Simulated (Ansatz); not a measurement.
```xyz
8

W    -0.0148    0.0926   -0.1785
F     0.0630   -0.1347    2.8601
H     1.4958   -0.5766   -0.6055
F    -0.0510    1.6403    0.8820
H    -1.4958   -0.5632   -0.7117
H    -0.0552   -1.4886    0.4516
H     0.0320    0.3606   -1.8619
H     0.0260    0.7996    2.8641
```

Core potentials replace the inner electrons of W.

These are results of UKS PBE/def2-mTZVP (Ansatz), not measurements.

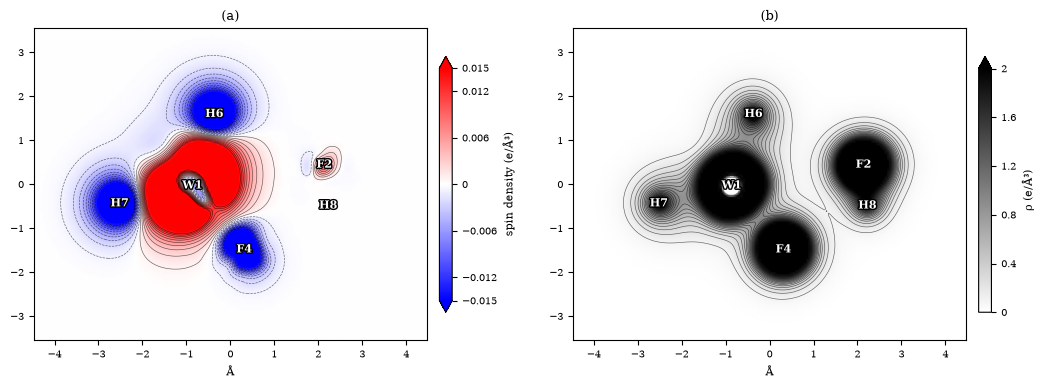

FH₄W···HF (doublet). (a) spin density; (b) electron density on the plane of atoms H6, W1 and H7.

> What does the map show?

- The plane passes through W, F and H nuclei.
- W1···F2 (3.05 Å): the density falls to about 0.07 e/Å³ on the way.
- W–F (1.88 Å): ρ at the midpoint is about 0.96 e/Å³.
- F–H (0.94 Å): the density is about 4.4 e/Å³ at the midpoint.
- W–H (1.70 Å): ρ is about 1.5 e/Å³ halfway.
- The unpaired spin (1 electron) lies mostly on W1 (about 1.0), in electrons by Hirshfeld's partition.
